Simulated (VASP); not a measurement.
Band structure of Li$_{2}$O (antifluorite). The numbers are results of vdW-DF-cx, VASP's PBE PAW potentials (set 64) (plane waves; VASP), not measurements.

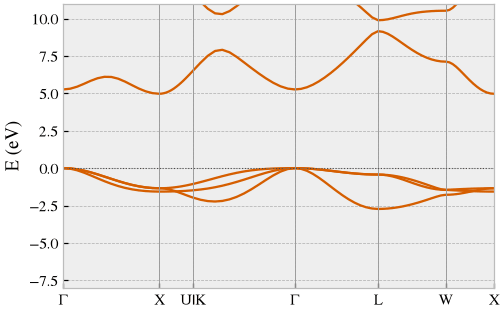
*Bands along high-symmetry lines, zero at the valence-band maximum or, without a gap, the Fermi level*

Problem. Read the plot: is there a gap, and where are the band edges?

Solution. The gap is indirect, 4.97 eV, from the valence maximum at Γ to the conduction minimum at X. (Edges off the drawn lines would not show.)

Measured: gap 8.00 eV (computed value off by -3.03 eV), as given by Das et al., (2018), arXiv:1807.05623.

The compound is Li2O in the antifluorite structure. It was relaxed first.
